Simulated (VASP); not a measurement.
Band structure of P (relaxed from the simple-cubic structure, space group Pm-3m). All values below come from PBEsol GGA, VASP's PBE PAW potentials (set 64) (plane waves; VASP).

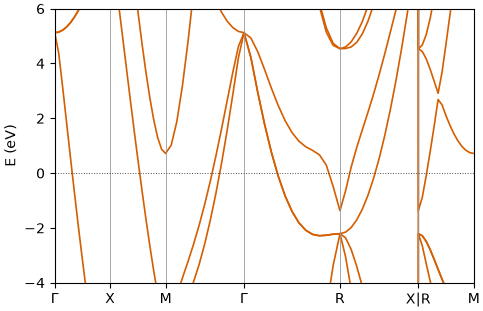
Figure. Bands along high-symmetry lines, zero at the valence-band maximum or, without a gap, the Fermi level

Problem. Read the plot: is there a gap, and where are the band edges?

Solution. It has no gap at this level: it comes out as a metal or semimetal. (Edges off the drawn lines would not show.)

The structure was generated: P was put into the simple-cubic type (Pm-3m), which need not be its known phase. It was relaxed first, which changed the volume by -13 %.
